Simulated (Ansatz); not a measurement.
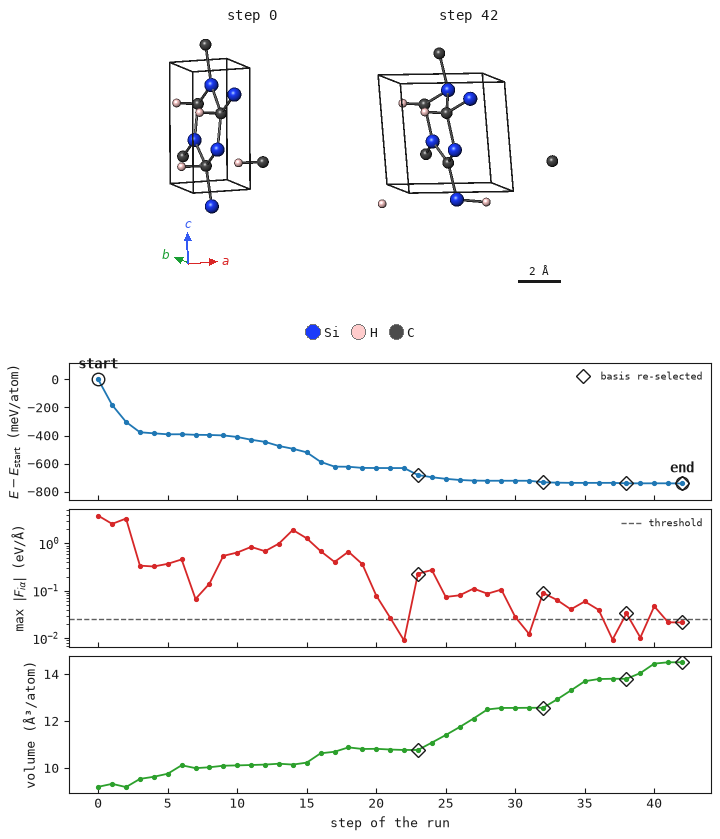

First and last geometry of a relaxation of solid SiHC (a generated structure, set up in P1) (coarse preliminary run), with the history of the run. A ball-and-stick model of the cell of the calculation, seen slightly off an axis.

Computed with DFT PBE, scalar-relativistic, plane waves, PAW in Ansatz 0.2.0. Set-up: plane-wave cutoff 420 eV; k-point mesh 8 × 6 × 4; occupations gaussian; smearing width 0.2 eV; no spin polarisation; cell and atoms relaxed; force threshold 0.025 eV/Å; at most 60 steps.

### What do the curves and the structures tell?

It converged. An H atom moves most relative to the cell: 1.79 Å along [−1 0 −2]. Largest moves by element: H 1.79 Å, C 0.73 Å, Si 0.33 Å. Cell: a 2.905 → 5.302 Å (+82.5 %), b 3.248 → 3.102 Å (−4.5 %), c 5.853 → 5.327 Å (−9.0 %), α 89.4° → 90.0°, β 89.4° → 96.8°, γ 89.3° → 89.9°. Volume +57.6 %. Among the contacts that change: C–H 1.339 → 3.818 Å, Si–Si 2.905 → 5.302 Å, H–Si 2.442 → 1.505 Å, C–Si 2.149 → 1.776 Å. New bonds form, among them: H–Si (2.44 → 1.51 Å). Bonds break, among them: C–H (1.34 → 3.82 Å). Among the angles between lasting bonds that change: Si–C–H 70.2° → 107.1°, Si–C–Si 134.8° → 111.8°, Si–C–H 86.2° → 108.5°. The space group (tolerance 0.01 Å) goes from P1 (No. 1) to Pm (No. 6). The energy falls by 742 meV per atom in 38 accepted moves (42 points after the start). Largest force component: 3.8 eV/Å at the start, 0.022 eV/Å at the end. Pressure: −1.47 GPa at the start and 0.03 GPa at the end. At 4 points the geometry stayed and the basis and grid were re-selected for the new cell (energy shift of 49.5 meV per atom at most each time).
